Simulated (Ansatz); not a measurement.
# Li4In: relaxing a made-up structure

This structure for Li4In is made up. Its elements were placed in a known structure type with a cell scaled to their sizes. What cell does the guess relax to, and how far off was it?

Program: Ansatz 0.2.0. Level of theory: DFT, PBEsol, plane-wave PAW, files of the set soft_1, scalar-relativistic, no spin, cell and ions relaxed at zero pressure; PAW set soft_1, in the first sound run; inputs show where later runs differ. Results are calculated unless marked as measured.

**1. Set-up**

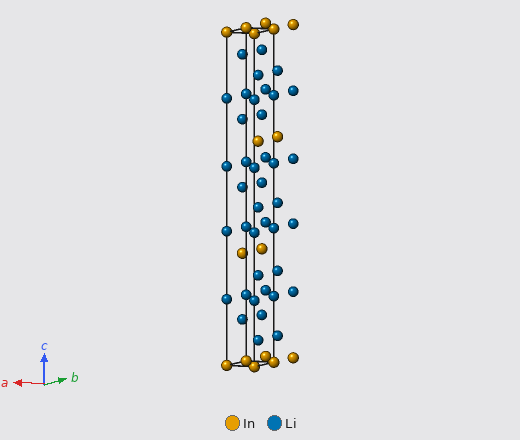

The cell as given, from a free direction (indium orange, lithium blue). 1×2×1 cells are drawn. This picture shows the conventional cell, with its axes. Some periodic images of atoms are drawn too.

**2. Relaxation of the guess**

The guessed cell has no reason to be at equilibrium. It is relaxed with the atoms, within the space group of the guess.

The input, input.yaml:

```yaml
crystal:
  lattice:
    - [1.525, 0.880459161, 12.221666667]
    - [-1.525, 0.880459161, 12.221666667]
    - [0.0, -1.760918321, 12.221666667]
  atoms:
    - { symbol: In, position: [0.0, 0.0, 0.0] }
    - { symbol: Li, position: [0.402666667, 0.402666667, 0.402666667] }
    - { symbol: Li, position: [0.8015, 0.8015, 0.8015] }
    - { symbol: Li, position: [0.1985, 0.1985, 0.1985] }
    - { symbol: Li, position: [0.597333333, 0.597333333, 0.597333333] }
kpoints:
  mp_grid: { grid: [10, 10, 10] }
scf:
  occupations: { method: fermi_dirac, width: 0.05 }
hamiltonian:
  xc: pbesol
  pseudopotentials: { kind: paw, azcp: { folder: soft_1 }, xc_functional: pbe }
relax:
  f_tol: 0.015
  max_steps: 70
  cell: {}
output:
  forces: true
  stress: true
```

Started as:

```console
ansatz run input.yaml --threads 4 --pin off --max-ram 8192MiB --backend cpu --events-out ev --progress --plain --runs-dir out
```

Numbers of over 12 decimals in the logs are rounded to 6 here.

The program printed:

```text
basis.fft_grid_basis auto: the FFT boxes are laid along the combinations [[1, 0, -1], [0, 1, -1], [0, 0, 1]] of the cell's own vectors, 3.050, 3.050 and 12.348 Å long. The dense box has 24×24×90 points. Along the cell's own vectors, as sized, it would have 90×90×90, 14.06 times as many. Of the 12 symmetry operations that the crystal satisfies within crystal.symmetry.tolerance (time reversal apart; of a slab, those th [...]
Engine: ansatz 0.2.0, aarch64-unknown-linux-gnu
Pseudopotentials: kind: paw
Pseudopotential: In, paw, valence charge 13, recommended cutoff 420 eV (normal), soft_1/In.paw.azcp
Pseudopotential: Li, paw, valence charge 3, recommended cutoff 420 eV (normal), soft_1/Li.paw.azcp
Functional definition: PBEsol
  exchange = pbesol_x
  correlation = pbesol_c
Crystal: 5 atoms, lattice volume = 98.460 Å³
Basis set: ecut = 420 eV, 1901 PW (Γ), FFT grids on a1−a3, a2−a3, a3, exchange–correlation on 48×48×180 points (8 copies of the dense FFT grid, shifted against one another)
Bands: 18, of which v1, the nominal top of the filled ones, is band 13 counted from 1 (12 counted from 0)
Symmetry: 12 space group operations
Space group: R-3m (ITA 166), of the structure as read, at distance tolerance 4.6e-5 Å
k-points: 116 of 1000
Non-local potential: In, projectors of the file, l = 0: 2, l = 1: 2, l = 2: 2, l = 3: 1
Non-local potential: Li, projectors of the file, l = 0: 3, l = 1: 2, l = 2: 1
PAW form: soft (Blöchl's): semilocal exchange-correlation on the pseudo side does not see the compensation charge
PAW frozen core: In, regenerated for the run's functional, and the local potential with it (the file was generated under x = pbe(κ = 0.804, μ = 0.219515), c = pbe(β = 0.066725))
PAW one-centre angular grid: In, 590 points (default); XC on 64 Gauss nodes
PAW one-centre angular grid: Li, 110 points (default); XC on 64 Gauss nodes
Initial density: superposition of atomic densities (chi_scale 0.1, normalization cell, long waves of neutral atoms (reshape's long-wave potential 2.11 eV rms, cloud 2.70 Å wide))
Initial wavefunctions: pseudopotential atomic-orbital guess
Functional: x = pbesol(κ = 0.804, μ = 0.123457), c = pbesol(β = 0.046)
SCF iter   1: F=—  HF=-6339.685298 eV  |F-HF|=—  |Δ(HF+E_count)|=         —  Δρ=3.43e-2  dr2=1.81e1  ethr=3.10e-3  ⟨swp⟩=6.6  Hψ=10795  notcnv=0
preconditioner: auto → none  [metal: Δε(μ)=0.008 eV  Ē_g=10.521 eV  σ=0.050 eV  W_gap=0.04  n_scr=8 (ndim 8)  ℏωp=15.4 eV  f_vac=0.000  D(μ)=2.53/eV (n_scr^D=8)  sad-step TF]
SCF iter   2: F=—  HF=-6338.934344 eV  |F-HF|=—  |Δ(HF+E_count)|=   7.51e-1  Δρ=2.66e-2  dr2=1.16e1  ethr=3.10e-3  ⟨swp⟩=3.0  Hψ=4229  notcnv=0  defer=27
SCF iter   3: F=—  HF=-6338.369852 eV  |F-HF|=—  |Δ(HF+E_count)|=   5.64e-1  Δρ=1.91e-2  dr2=8.38e0  ethr=3.10e-3  ⟨swp⟩=4.6  Hψ=6600  notcnv=0  defer=31
SCF iter   4: F=—  HF=-6337.801274 eV  |F-HF|=—  |Δ(HF+E_count)|=   5.69e-1  Δρ=7.39e-3  dr2=4.12e-1  ethr=3.10e-3  ⟨swp⟩=3.9  Hψ=4725  notcnv=0  defer=22
SCF iter   5: F=—  HF=-6337.763655 eV  |F-HF|=—  |Δ(HF+E_count)|=   3.76e-2  Δρ=4.10e-3  dr2=8.31e-3  ethr=1.65e-3  ⟨swp⟩=1.8  Hψ=2953  notcnv=0  defer=20
SCF iter   6: F=—  HF=-6337.765043 eV  |F-HF|=—  |Δ(HF+E_count)|=   1.39e-3  Δρ=1.83e-3  dr2=1.96e-3  ethr=3.32e-5  ⟨swp⟩=1.5  Hψ=2322  notcnv=0  defer=22
SCF iter   7: F=—  HF=-6337.765384 eV  |F-HF|=—  |Δ(HF+E_count)|=   3.41e-4  Δρ=4.24e-4  dr2=1.49e-4  ethr=7.84e-6  ⟨swp⟩=1.4  Hψ=2390  notcnv=0  defer=21
SCF iter   8: F=—  HF=-6337.765398 eV  |F-HF|=—  |Δ(HF+E_count)|=   1.43e-5  Δρ=5.21e-5  dr2=2.72e-6  ethr=5.95e-7  ⟨swp⟩=2.1  Hψ=2472  notcnv=0  defer=21
SCF iter   9: F=—  HF=-6337.765402 eV  |F-HF|=—  |Δ(HF+E_count)|=   4.28e-6  Δρ=6.34e-6  dr2=6.40e-8  ethr=4.00e-10  ⟨swp⟩=4.0  Hψ=7555  notcnv=0
SCF iter  10: F=-6337.765402 eV  HF=-6337.765402 eV  |F-HF|=7.54e-10  |Δ(HF+E_count)|=  1.93e-10  Δρ=7.80e-7  dr2=1.26e-9  ethr=2.56e-10  ⟨swp⟩=2.7  Hψ=6273  notcnv=0
SCF 1 converged in 10 iterations: F = -6337.765402 eV  dr2 = 1.26e-9
  greatest PAW one-centre occupation: 1.000 electrons in one spin orbital (limit 2), on the Li atom at site 3 (counted from 0), in its partial waves of l = 0
relax step   1: F+E_penalty+E_count = -6337.76540220 eV  Δ(F+E_penalty+E_count) = +0.000e0 eV  max|allowed force component| = 2.338e-1 eV/Å  Δτ_max = 0.0000 Å  P = +1.009 GPa  Ω = 98.460 Å³  (10 SCF iters, dr2 threshold 1.00e-7 eV, accepted)
Crystal: 5 atoms, lattice volume = 101.806 Å³
Basis set: ecut = 420 eV, 1967 PW (Γ), FFT grids on a1−a3, a2−a3, a3, exchange–correlation on 48×48×180 points (8 copies of the dense FFT grid, shifted against one another)
Initial density: handed on by an earlier stage of this run
Initial wavefunctions: those handed on with the density
SCF iter   1: F=—  HF=-6338.226372 eV  |F-HF|=—  |Δ(HF+E_count)|=         —  Δρ=1.28e-2  dr2=4.84e0  ethr=3.10e-3  ⟨swp⟩=7.0  Hψ=11570  notcnv=0
preconditioner: auto → none  [metal: Δε(μ)=0.053 eV  Ē_g=5.976 eV  σ=0.050 eV  W_gap=0.25  n_scr=8 (ndim 8)  ℏωp=9.7 eV  f_vac=0.000  D(μ)=1.54/eV (n_scr^D=6)]
SCF iter   2: F=—  HF=-6349.188570 eV  |F-HF|=—  |Δ(HF+E_count)|=    1.10e1  Δρ=6.23e-2  dr2=1.30e2  ethr=3.10e-3  ⟨swp⟩=4.5  Hψ=6324  notcnv=0  defer=22  recentre
SCF iter   3: F=—  HF=-6337.846165 eV  |F-HF|=—  |Δ(HF+E_count)|=    1.13e1  Δρ=3.07e-3  dr2=1.16e-1  ethr=3.10e-3  ⟨swp⟩=3.9  Hψ=5274  notcnv=0  defer=12
SCF iter   4: F=—  HF=-6337.839155 eV  |F-HF|=—  |Δ(HF+E_count)|=   7.01e-3  Δρ=1.60e-3  dr2=2.24e-3  ethr=4.63e-4  ⟨swp⟩=1.5  Hψ=3090  notcnv=0  defer=3
SCF iter   5: F=—  HF=-6337.839914 eV  |F-HF|=—  |Δ(HF+E_count)|=   7.59e-4  Δρ=6.17e-4  dr2=4.90e-3  ethr=8.95e-6  ⟨swp⟩=1.7  Hψ=2766  notcnv=0  defer=8
SCF iter   6: F=—  HF=-6337.840538 eV  |F-HF|=—  |Δ(HF+E_count)|=   6.24e-4  Δρ=7.40e-4  dr2=1.67e-2  ethr=8.95e-6  ⟨swp⟩=1.1  Hψ=2093  notcnv=0  defer=8  recentre
SCF iter   7: F=—  HF=-6337.840045 eV  |F-HF|=—  |Δ(HF+E_count)|=   4.93e-4  Δρ=4.16e-4  dr2=5.28e-3  ethr=8.95e-6  ⟨swp⟩=1.2  Hψ=2109  notcnv=0  defer=8
SCF iter   8: F=—  HF=-6337.839819 eV  |F-HF|=—  |Δ(HF+E_count)|=   2.26e-4  Δρ=5.44e-5  dr2=6.43e-5  ethr=8.95e-6  ⟨swp⟩=1.0  Hψ=2087  notcnv=0  defer=8
SCF iter   9: F=—  HF=-6337.839818 eV  |F-HF|=—  |Δ(HF+E_count)|=   8.92e-7  Δρ=2.07e-5  dr2=8.25e-6  ethr=2.57e-7  ⟨swp⟩=1.0  Hψ=2085  notcnv=0  defer=9
SCF iter  10: F=-6337.839818 eV  HF=-6337.839818 eV  |F-HF|=9.00e-10  |Δ(HF+E_count)|=   2.78e-7  Δρ=1.91e-6  dr2=6.31e-9  ethr=2.00e-9  ⟨swp⟩=3.0  Hψ=6422  notcnv=0
SCF 2 converged in 10 iterations: F = -6337.839818 eV  dr2 = 6.31e-9
  greatest PAW one-centre occupation: 1.000 electrons in one spin orbital (limit 2), on the Li atom at site 4 (counted from 0), in its partial waves of l = 0
relax step   2: F+E_penalty+E_count = -6337.83981813 eV  Δ(F+E_penalty+E_count) = -7.442e-2 eV  max|allowed force component| = 3.357e-2 eV/Å  Δτ_max = 0.1949 Å  P = +0.510 GPa  Ω = 101.806 Å³  energy of the carried Pulay correction = -1.385e-4 eV  (10 SCF iters, dr2 threshold 5.00e-7 eV, accepted)
Crystal: 5 atoms, lattice volume = 103.696 Å³
Basis set: ecut = 420 eV, 2021 PW (Γ), FFT grids on a1−a3, a2−a3, a3, exchange–correlation on 48×48×180 points (8 copies of the dense FFT grid, shifted against one another)
iter 1 solved again at ethr=2.78e-4 eV; its pass at ethr=3.10e-3 eV (dr2=6.96e-2 eV) is discarded
SCF iter   1: F=—  HF=-6337.846820 eV  |F-HF|=—  |Δ(HF+E_count)|=         —  Δρ=1.60e-3  dr2=7.05e-2  ethr=2.78e-4  ⟨swp⟩=1.0  Hψ=12168  notcnv=0
preconditioner: auto → none  [metal: Δε(μ)=0.037 eV  Ē_g=12.718 eV  σ=0.050 eV  W_gap=0.18  n_scr=8 (ndim 8)  ℏωp=15.0 eV  f_vac=0.000  D(μ)=2.61/eV (n_scr^D=8)]
SCF iter   2: F=—  HF=-6337.878778 eV  |F-HF|=—  |Δ(HF+E_count)|=   3.20e-2  Δρ=4.29e-3  dr2=6.19e-1  ethr=2.78e-4  ⟨swp⟩=2.5  Hψ=2756  notcnv=0  recentre
SCF iter   3: F=—  HF=-6337.843538 eV  |F-HF|=—  |Δ(HF+E_count)|=   3.52e-2  Δρ=3.80e-4  dr2=5.97e-4  ethr=2.78e-4  ⟨swp⟩=1.9  Hψ=3041  notcnv=0  defer=1
SCF iter   4: F=—  HF=-6337.843450 eV  |F-HF|=—  |Δ(HF+E_count)|=   8.76e-5  Δρ=2.03e-4  dr2=1.36e-4  ethr=2.39e-6  ⟨swp⟩=1.0  Hψ=2168  notcnv=0  defer=1
SCF iter   5: F=—  HF=-6337.843439 eV  |F-HF|=—  |Δ(HF+E_count)|=   1.14e-5  Δρ=9.29e-5  dr2=5.15e-5  ethr=5.46e-7  ⟨swp⟩=1.1  Hψ=2092  notcnv=0  defer=1
SCF iter   6: F=—  HF=-6337.843439 eV  |F-HF|=—  |Δ(HF+E_count)|=   1.92e-7  Δρ=3.98e-5  dr2=4.31e-5  ethr=2.06e-7  ⟨swp⟩=1.1  Hψ=2093  notcnv=0  defer=1
SCF iter   7: F=—  HF=-6337.843437 eV  |F-HF|=—  |Δ(HF+E_count)|=   1.64e-6  Δρ=1.99e-5  dr2=9.66e-6  ethr=1.72e-7  ⟨swp⟩=1.0  Hψ=2083  notcnv=0  defer=1
SCF iter   8: F=—  HF=-6337.843437 eV  |F-HF|=—  |Δ(HF+E_count)|=   4.65e-7  Δρ=5.87e-6  dr2=8.87e-7  ethr=3.86e-8  ⟨swp⟩=1.0  Hψ=2083  notcnv=0  defer=1
SCF iter   9: F=-6337.843437 eV  HF=-6337.843437 eV  |F-HF|=1.25e-8  |Δ(HF+E_count)|=   4.45e-8  Δρ=6.74e-7  dr2=1.31e-8  ethr=2.00e-9  ⟨swp⟩=3.6  Hψ=5080  notcnv=0
SCF 3 converged in 9 iterations: F = -6337.843437 eV  dr2 = 1.31e-8
relax step   3: F+E_penalty+E_count = -6337.84343697 eV  Δ(F+E_penalty+E_count) = -3.619e-3 eV  max|allowed force component| = 1.341e-2 eV/Å  Δτ_max = 0.0128 Å  P = +0.048 GPa  Ω = 103.696 Å³  energy of the carried Pulay correction = -2.134e-4 eV  (9 SCF iters, dr2 threshold 5.00e-7 eV, accepted)
Crystal: 5 atoms, lattice volume = 104.043 Å³
iter 1 solved again at ethr=9.78e-5 eV; its pass at ethr=3.10e-3 eV (dr2=2.45e-2 eV) is discarded
SCF iter   1: F=—  HF=-6337.844739 eV  |F-HF|=—  |Δ(HF+E_count)|=         —  Δρ=9.01e-4  dr2=2.45e-2  ethr=9.78e-5  ⟨swp⟩=1.0  Hψ=11304  notcnv=0
preconditioner: auto → none  [metal: Δε(μ)=0.013 eV  Ē_g=12.678 eV  σ=0.050 eV  W_gap=0.06  n_scr=8 (ndim 8)  ℏωp=15.0 eV  f_vac=0.000  D(μ)=2.60/eV (n_scr^D=8)]
SCF iter   2: F=—  HF=-6337.856491 eV  |F-HF|=—  |Δ(HF+E_count)|=   1.18e-2  Δρ=2.72e-3  dr2=2.54e-1  ethr=9.78e-5  ⟨swp⟩=2.1  Hψ=2618  notcnv=0  recentre
SCF iter   3: F=—  HF=-6337.843634 eV  |F-HF|=—  |Δ(HF+E_count)|=   1.29e-2  Δρ=1.77e-4  dr2=6.64e-4  ethr=9.78e-5  ⟨swp⟩=1.7  Hψ=2780  notcnv=0
SCF iter   4: F=—  HF=-6337.843603 eV  |F-HF|=—  |Δ(HF+E_count)|=   3.13e-5  Δρ=7.49e-5  dr2=5.04e-6  ethr=2.65e-6  ⟨swp⟩=1.0  Hψ=2429  notcnv=0
SCF iter   5: F=—  HF=-6337.843608 eV  |F-HF|=—  |Δ(HF+E_count)|=   4.76e-6  Δρ=1.90e-5  dr2=7.77e-6  ethr=2.02e-8  ⟨swp⟩=2.1  Hψ=2525  notcnv=0
SCF iter   6: F=—  HF=-6337.843607 eV  |F-HF|=—  |Δ(HF+E_count)|=   3.13e-7  Δρ=3.12e-6  dr2=6.79e-8  ethr=2.02e-8  ⟨swp⟩=1.0  Hψ=2083  notcnv=0
SCF iter   7: F=-6337.843607 eV  HF=-6337.843607 eV  |F-HF|=2.18e-9  |Δ(HF+E_count)|=   1.49e-9  Δρ=7.45e-7  dr2=2.58e-9  ethr=3.19e-11  ⟨swp⟩=4.0  Hψ=6029  notcnv=0
SCF 4 converged in 7 iterations: F = -6337.843607 eV  dr2 = 2.58e-9
relax step   4: F+E_penalty+E_count = -6337.84360744 eV  Δ(F+E_penalty+E_count) = -1.705e-4 eV  max|allowed force component| = 1.009e-3 eV/Å  Δτ_max = 0.0087 Å  P = +0.005 GPa  Ω = 104.043 Å³  energy of the carried Pulay correction = -2.269e-4 eV  (7 SCF iters, dr2 threshold 7.96e-9 eV, accepted)
Initial wavefunctions: pseudopotential atomic-orbital guess (no wavefunctions were taken with the density)
iter 1 solved again at ethr=5.55e-7 eV; its pass at ethr=3.10e-3 eV (dr2=1.39e-4 eV) is discarded
SCF iter   1: F=—  HF=-6337.843960 eV  |F-HF|=—  |Δ(HF+E_count)|=         —  Δρ=1.97e-4  dr2=1.62e-6  ethr=5.55e-7  ⟨swp⟩=2.5  Hψ=15470  notcnv=0
preconditioner: auto → none  [metal: Δε(μ)=0.024 eV  Ē_g=12.657 eV  σ=0.050 eV  W_gap=0.12  n_scr=8 (ndim 8)  ℏωp=15.0 eV  f_vac=0.000  D(μ)=2.47/eV (n_scr^D=8)]
SCF iter   2: F=—  HF=-6337.843848 eV  |F-HF|=—  |Δ(HF+E_count)|=   1.13e-4  Δρ=9.95e-5  dr2=1.06e-5  ethr=6.48e-9  ⟨swp⟩=2.0  Hψ=3077  notcnv=0
SCF iter   3: F=—  HF=-6337.843830 eV  |F-HF|=—  |Δ(HF+E_count)|=   1.74e-5  Δρ=7.70e-5  dr2=2.47e-5  ethr=6.48e-9  ⟨swp⟩=1.4  Hψ=2135  notcnv=0  recentre
SCF iter   4: F=—  HF=-6337.843809 eV  |F-HF|=—  |Δ(HF+E_count)|=   2.09e-5  Δρ=1.83e-5  dr2=1.97e-8  ethr=6.48e-9  ⟨swp⟩=1.1  Hψ=2099  notcnv=0
SCF iter   5: F=—  HF=-6337.843808 eV  |F-HF|=—  |Δ(HF+E_count)|=   1.30e-6  Δρ=2.66e-6  dr2=1.56e-9  ethr=7.86e-11  ⟨swp⟩=2.8  Hψ=3524  notcnv=0
SCF iter   6: F=—  HF=-6337.843808 eV  |F-HF|=—  |Δ(HF+E_count)|=   2.28e-8  Δρ=5.63e-7  dr2=2.81e-10  ethr=6.24e-12  ⟨swp⟩=2.6  Hψ=3120  notcnv=0
SCF iter   7: F=—  HF=-6337.843808 eV  |F-HF|=—  |Δ(HF+E_count)|=  1.15e-10  Δρ=7.97e-8  dr2=7.12e-11  ethr=1.12e-12  ⟨swp⟩=1.7  Hψ=2508  notcnv=0
SCF iter   8: F=-6337.843808 eV  HF=-6337.843808 eV  |F-HF|=2.73e-12  |Δ(HF+E_count)|=  4.55e-12  Δρ=1.63e-8  dr2=2.97e-12  ethr=1.00e-12  ⟨swp⟩=3.1  Hψ=5496  notcnv=0
SCF 5 converged in 8 iterations: F = -6337.843808 eV  dr2 = 2.97e-12
relax step   5: F+E_penalty+E_count = -6337.84380799 eV  Δ(F+E_penalty+E_count) = -2.006e-4 eV  max|allowed force component| = 1.015e-3 eV/Å  Δτ_max = 0.0000 Å  P = +0.004 GPa  Ω = 104.043 Å³  stress off target by 2.03e-2 GPa  SCF on the basis re-selected at this cell (its energy is not comparable with the rows above)  (8 SCF iters)
basis re-selected at this cell: Δ(F+E_penalty+E_count) = -2.006e-4 eV, ΔP = -0.001 GPa vs the last step (what re-selecting the basis moved, of the pressure what is left beyond the Pulay correction that the steps carried, after the strain that the cell walked since its last selection, with what the two solves' SCF thresholds leave and, on support functions, any second-order correction that the steps lacked; it is no m [...]
SCF converged after 8 iterations
Free energy (F): -6337.843808 eV
Harris-Foulkes:  -6337.843808 eV  (|F-HF|=2.73e-12)
Internal energy: -6337.823375 eV  (E = F + TS)
E sigma→0 (E₀):  -6337.833591 eV
Entropy (-TS):   -0.020433 eV (-4.087 meV/atom)
Fermi energy:    3.357932 eV
--- Per-component energies (eV) ---
  E_band       = -445.189017
  E_kinetic    = 281.303057
  E_local      = -3144.661557  (includes V_loc(G=0)·N_el)
  E_nonlocal   = 248.935221
  E_hartree    = 1321.117951
  E_xc         = -175.693341
  E_vxc        = -133.600781  (∫ρ·V_xc dr)
  E_paw        = -4226.130038  (= ΣΔE_a)
  E_vpaw       = -339.402127  (= ΣTr[D̂ρ^β])
  E_aug_tail   = 0.001170  (compensation charges beyond the density's cutoff)
  E_ewald      = -642.931742
  E_core_change = 0.235903  (= ΣΔE_core)
  E_smearing   = -0.020433  (= −TS)
  E_closure    = 0.000000  (closes the sum)
  Σ components = -6337.843808   (vs F -6337.843808, Δ=0.00e0)
--- Forces (eV/Å), atoms counted from 1 ---
  atom   1  In     0.00000000     0.00000000     0.00000000
  atom   2  Li    -0.00000000    -0.00000000    -0.00081858
  atom   3  Li     0.00000000    -0.00000000    -0.00101453
  atom   4  Li    -0.00000000     0.00000000     0.00101453
  atom   5  Li     0.00000000     0.00000000     0.00081858
  max |Σ_I F_I| component: 2.89e-19 eV/Å
--- Stress (GPa, compression-positive) ---
       -0.004301      -0.000000      -0.000000
       -0.000000      -0.004301       0.000000
       -0.000000       0.000000       0.020286
  P = ⅓ Tr σ = 0.0039 GPa (0.039 kbar)
--- Relaxed structure (4 steps of the walk, 4 accepted, 1 SCFs on fresh bases) ---
  F+E_penalty+E_count = -6337.84380799 eV   max|allowed force component| = 1.015e-3 eV/Å   (the final SCF, on the basis selected at the relaxed cell)
  cell:  # Å, volume = 104.0427 Å³
    - [1.569754, 0.906298, 12.188717]
    - [-1.569754, 0.906298, 12.188717]
    - [1.205394426875188e-17, -1.812596, 12.188717]
  atoms:
    - { symbol: In, position: [0, 0, 0] }
    - { symbol: Li, position: [0.397465, 0.397465, 0.397465] }
    - { symbol: Li, position: [0.799057, 0.799057, 0.799057] }
    - { symbol: Li, position: [0.200943, 0.200943, 0.200943] }
    - { symbol: Li, position: [0.602535, 0.602535, 0.602535] }
```

It took 12 s on 4 threads of Arm Neoverse V2, shared host; peak memory 0.51 GiB; 46 s of CPU time.

Step by step:

```csv
step,energy less that of the first step (eV),largest force component (eV/Å),pressure (GPa),volume (Å³)
1,0.0000,0.2338,1.01,98.46
2,-0.0744,0.0336,0.51,101.81
3,-0.0780,0.0134,0.05,103.70
4,-0.0782,0.0010,0.01,104.04
5*,-0.0784,0.0010,0.00,104.04
```

Relaxation steps marked * repeat the geometry before them on a plane-wave basis chosen anew for their cell, so energy and pressure can jump there.

The run keeps the 12 symmetry operations that it works with, so distortions that break them were not tested.

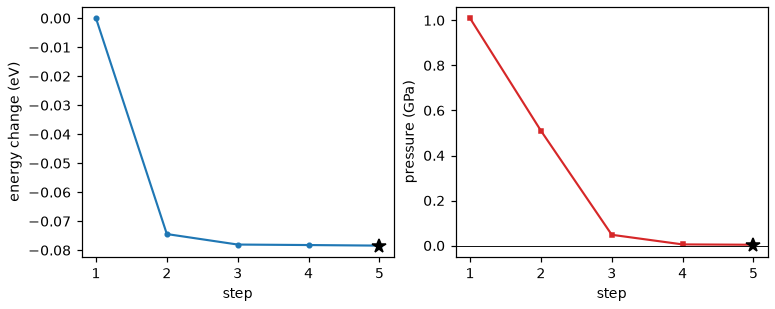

Energy and pressure along the relaxation. Stars mark steps on a basis chosen anew.

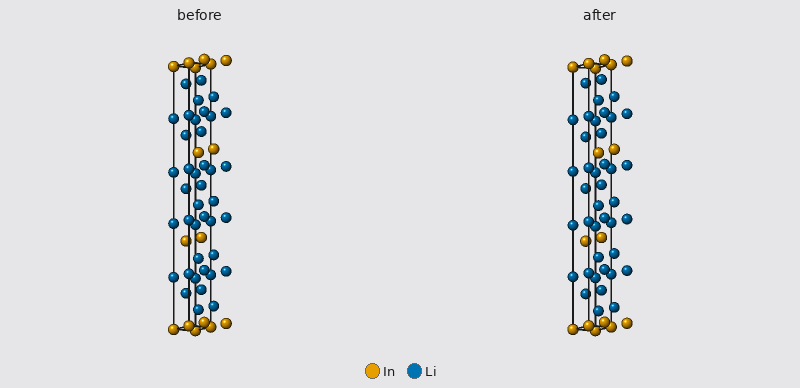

Before and after, at one scale.

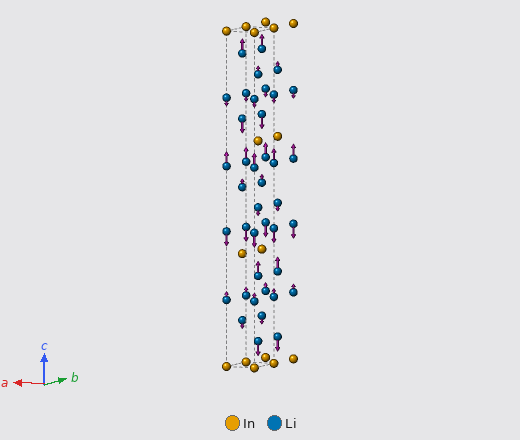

Displacements in the relaxation, exaggerated, measured against the changing cell; the longest in the cell stands for 0.19 Å. 1×2×1 conventional cells are drawn. Some periodic images of atoms are drawn too.

```csv
"conventional cell, symmetrised",before,after,change
a (Å),3.050,3.140,+2.9 %
b (Å),3.050,3.140,+2.9 %
c (Å),36.665,36.566,-0.3 %
volume (Å³/atom),19.69,20.81,+5.7 %
```

The atoms that moved most (Å, as changes of fractional coordinates times the final cell):

```csv
atom,dx,dy,dz,length
Li2,0.000,0.000,-0.190,0.190
Li5,0.000,0.000,0.190,0.190
Li4,0.000,0.000,0.089,0.089
Li3,0.000,0.000,-0.089,0.089
```

The relaxed structure:

```xyz
5
Lattice="1.5698 0.9063 12.1887 -1.5698 0.9063 12.1887 0.0000 -1.8126 12.1887" Properties=species:S:1:pos:R:3 pbc="T T T"
In    0.0000    0.0000    0.0000
Li    0.0000    0.0000   14.5338
Li    0.0000    0.0000   29.2184
Li    0.0000    0.0000    7.3477
Li    0.0000    0.0000   22.0324
```

Numbers from this step:

* free energy: -6337.8438 eV
* energy at zero smearing: -6337.8336 eV
* smearing term TS: 0.02043 eV
* Fermi energy: 3.358 eV
* electrons: 25
* symmetry operations: 12
* pressure: 0.003895 GPa

Shortest distances by pair of elements, guess and relaxed (not always the same contact):

```csv
pair,guess (Å),relaxed (Å)
In–Li,3.092,2.964
Li–Li,2.924,3.085
In–In,3.050,3.140
```

The relaxation ends with a largest force component of 0.0010 eV/Å and a pressure of 0.00 GPa.

[end of part 1 of 2]

[Logs are printed without paths, hosts, clocks, repeated set-up lines and the standing remarks that a program may print on its own settings, such as how far it seeks lower states.]

[Hosts, paths, dates, database ids (printed as entryN), source tags and the programs' standing remarks are cut or masked in the printed files.]
